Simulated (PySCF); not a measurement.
# SiH2SCl2 (SMILES S[SiH](Cl)Cl): levels of theory compared

We compute a comparison of 4 runs (HF/STO-3G, HF/3-21G, B3LYP/cc-pVDZ, PBE0/def2-SVP) of SiH2SCl2. 

The calculation is run with PySCF 2.14.0.

1 further run of the same task is left out (it didn't finish).

### Step 1. The system as given

SiH2SCl2 has 6 atoms, charge 0, and is taken as a singlet. SMILES: `S[SiH](Cl)Cl`. The coordinates come from a PBE0-D4/def2-TZVP relaxation. This is one conformer, not always the lowest.

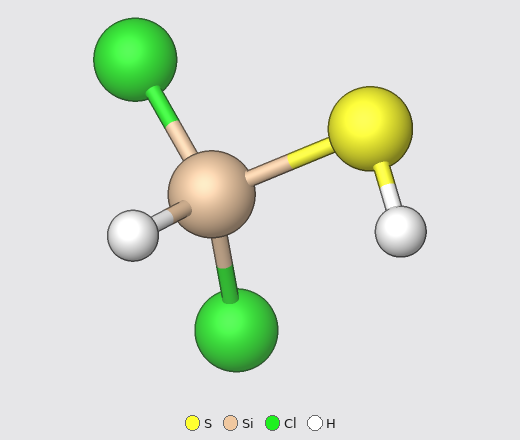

Viewed from a chosen angle; sulfur yellow, silicon light orange, chlorine green, hydrogen white.

### Step 2. Energy and gradient at HF/STO-3G (run 1)

Input file calc.py:

```python
from pyscf import gto

mol = gto.M(
    atom='''
S     -1.479200     0.743900    -0.447400
Si     0.298900    -0.115500     0.304700
Cl    -0.078900    -0.550300     2.257200
Cl     0.810100    -1.815900    -0.703600
H     -0.968900     0.884900    -1.684800
H      1.460000     0.788900     0.227800
''',
    spin=0,
    basis='sto-3g',
    verbose=4,
    max_memory=1860,
)

hf = mol.RHF()
hf.conv_tol = 1e-10
hf.kernel()
if not hf.converged:
    hf = hf.newton().run(hf.mo_coeff, hf.mo_occ)

energy = hf.e_tot
print('E(%s) = %.9f' % ('HF', energy))
grad = hf.nuc_grad_method().kernel()
hf.analyze()
```

Started as:

```bash
$ OMP_NUM_THREADS=1 python calc.py
```

The program printed:

```text
PySCF version 2.14.0

[... 76 lines left out ...]
Two-electron Energy =                  953.157474025914553
[... 9 lines left out ...]
MO #6   energy= -10.3616435662169  occ= 2
[... 7 lines left out ...]
MO #14  energy= -6.31338444470317  occ= 2
[... 7 lines left out ...]
MO #22  energy= -1.01679962530349  occ= 2
[... 7 lines left out ...]
MO #30  energy= -0.40596224647243  occ= 2
[... 7 lines left out ...]
MO #38  energy= 0.489406261625631  occ= 0
[... 47 lines left out ...]
Dipole moment(X, Y, Z, Debye):  0.41243,  2.64017, -1.79295
```

Wall time 4.8 s (1 thread of Intel Xeon at 2.50GHz (Skylake/Cascade Lake), shared host); peak memory 0.12 GiB.

### Step 3. Energy and gradient at HF/3-21G (run 2)

Input file job.py:

```python
from pyscf import gto

mol = gto.M(
    atom=[
    ('S', (-1.479200, 0.743900, -0.447400)),
    ('Si', (0.298900, -0.115500, 0.304700)),
    ('Cl', (-0.078900, -0.550300, 2.257200)),
    ('Cl', (0.810100, -1.815900, -0.703600)),
    ('H', (-0.968900, 0.884900, -1.684800)),
    ('H', (1.460000, 0.788900, 0.227800)),
],
    max_memory=1860,
    verbose=4,
    basis='3-21g',
)

calc0 = mol.RHF()
calc0.conv_tol = 1e-10
calc0.kernel()
if not calc0.converged:
    calc0 = calc0.newton().run(calc0.mo_coeff, calc0.mo_occ)

e_tot = calc0.e_tot
print(f'total energy: {e_tot:.8f} hartree')
grad = calc0.nuc_grad_method().kernel()
dip = calc0.dip_moment()
pop, q = calc0.mulliken_pop()
```

Started as:

```bash
$ OMP_NUM_THREADS=1 python job.py
```

The program printed:

```text
PySCF version 2.14.0

[... 60 lines left out ...]
converged SCF energy = -1598.79447029365
total energy: -1598.79447029 hartree
[... 12 lines left out ...]
Dipole moment(X, Y, Z, Debye):  1.28548,  2.01955, -1.80953
[... 63 lines left out ...]
charge of    5H =     -0.11667
```

Wall time 5.7 s (1 thread of Intel Xeon at 2.50GHz (Skylake/Cascade Lake), shared host); peak memory 0.13 GiB.

### Step 4. Energy and gradient at B3LYP/cc-pVDZ (run 3)

Input file start.xyz:

```xyz
6
Cl2H2SSi
S     -1.479200     0.743900    -0.447400
Si     0.298900    -0.115500     0.304700
Cl    -0.078900    -0.550300     2.257200
Cl     0.810100    -1.815900    -0.703600
H     -0.968900     0.884900    -1.684800
H      1.460000     0.788900     0.227800
```

Input file job.py:

```python
from pyscf import gto, dft

molecule = gto.M(
    atom='start.xyz',
    basis='cc-pvdz',
    charge=0,
    max_memory=1860,
    verbose=4,
)

ks = dft.RKS(molecule)
ks.xc = 'b3lyp'
ks.conv_tol = 1e-10
ks.grids.level = 5
ks.kernel()
if not ks.converged:
    ks = ks.newton().run(ks.mo_coeff, ks.mo_occ)

energy = ks.e_tot
print('Final energy', energy)
grad = ks.nuc_grad_method().kernel()
ks.analyze()
```

Started as:

```bash
$ OMP_NUM_THREADS=1 python job.py
```

The program printed:

```text
PySCF version 2.14.0

[... 99 lines left out ...]
MO #2   energy= -101.548419335775  occ= 2
[... 15 lines left out ...]
MO #18  energy= -3.74013446521016  occ= 2
[... 15 lines left out ...]
MO #34  energy= -0.00326904422264684 occ= 0
[... 15 lines left out ...]
MO #50  energy= 0.501048924320979  occ= 0
[... 15 lines left out ...]
MO #66  energy= 0.78417765103821   occ= 0
[... 15 lines left out ...]
MO #82  energy= 2.02326435151857   occ= 0
[... 91 lines left out ...]
Dipole moment(X, Y, Z, Debye):  0.45998,  1.05085, -1.14847
```

Wall time 59 s (1 thread of Intel Xeon at 2.50GHz (Skylake/Cascade Lake), shared host); peak memory 0.8 GiB.

### Step 5. Energy and forces at PBE0/def2-SVP (run 4)

Input file run.py:

```python
from pyscf import gto, dft

system = gto.M(
    atom='''
S     -2.795283     1.405767    -0.845463
Si     0.564839    -0.218263     0.575800
Cl    -0.149099    -1.039916     4.265490
Cl     1.530867    -3.431554    -1.329611
H     -1.830956     1.672219    -3.183811
H      2.759000     1.490805     0.430480
''',
    max_memory=1860,
    verbose=3,
    charge=0,
    unit='bohr',
    spin=0,
    basis='def2-svp',
)

mf = dft.RKS(system)
mf.xc = 'pbe0'
mf.conv_tol = 1e-10
mf.grids.level = 5
mf.kernel()
if not mf.converged:
    mf = mf.newton().run(mf.mo_coeff, mf.mo_occ)

e_final = mf.e_tot
print('E = %.10f Eh' % e_final)
grad = mf.nuc_grad_method().kernel()
mf.analyze()
```

Started as:

```bash
$ OMP_NUM_THREADS=1 python run.py
```

The program printed:

```text
converged SCF energy = -1608.34652756213
[... 22 lines left out ...]
MO #12  energy= -7.27474543094818  occ= 2
[... 13 lines left out ...]
MO #26  energy= -0.434238069408107 occ= 2
[... 13 lines left out ...]
MO #40  energy= 0.282077948950083  occ= 0
[... 13 lines left out ...]
MO #54  energy= 0.685154874920666  occ= 0
[... 13 lines left out ...]
MO #68  energy= 0.973292652890015  occ= 0
[... 13 lines left out ...]
MO #82  energy= 2.18914665071257   occ= 0
[... 7 lines left out ...]
Dipole moment(X, Y, Z, Debye):  0.57224,  1.00830, -1.21370
```

It took 62 s on 1 thread of Intel Xeon at 2.50GHz (Skylake/Cascade Lake), shared host; peak memory 0.79 GiB.

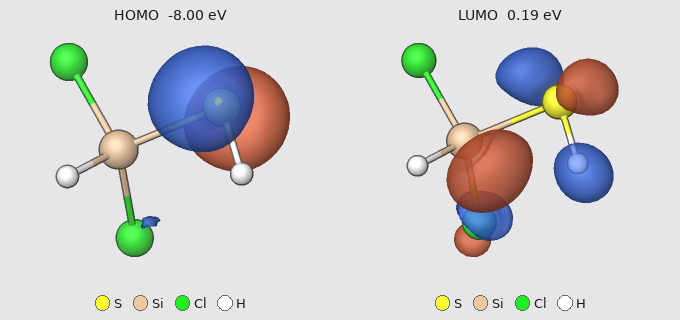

Frontier orbitals of this run, surfaces at ±0.2 Å^-3/2.

### Step 6. All runs side by side

```tsv
run	level	integration grid	energy (Eh)	dipole moment (D)	HOMO energy (eV)	LUMO energy (eV)	wall time
1	HF/STO-3G	–	-1589.230351	3.22	-8.62	7.56	4.8 s
2	HF/3-21G	–	-1598.794470	3.00	-11.59	2.86	5.7 s
3	B3LYP/cc-pVDZ	5	-1609.479701	1.62	-7.70	-0.09	59 s
4	PBE0/def2-SVP	5	-1608.346528	1.68	-8.00	0.19	62 s
```

### Step 7. Summary of results

| quantity | value |
| --- | --- |
| run 4: total energy | -1608.34653 Eh |
| run 4: dipole moment | 1.68 D |
| run 4: HOMO energy | -8.00 eV |
| run 4: LUMO energy | 0.19 eV |
| run 4: HOMO–LUMO gap | 8.19 eV |
| run 4: largest force on an atom | 0.338 eV/Å |

In words: The dipole moment (its size) runs from 1.62 D (B3LYP/cc-pVDZ) to 3.22 D (HF/STO-3G). The two ends differ in method and basis. The HOMO–LUMO gap runs from 7.61 eV (B3LYP/cc-pVDZ) to 16.18 eV (HF/STO-3G). Totals of different functionals can't be ranked against each other. In run 1 the basis is minimal, so the values are rough. All runs together took 2.2 min, the longest 62 s.
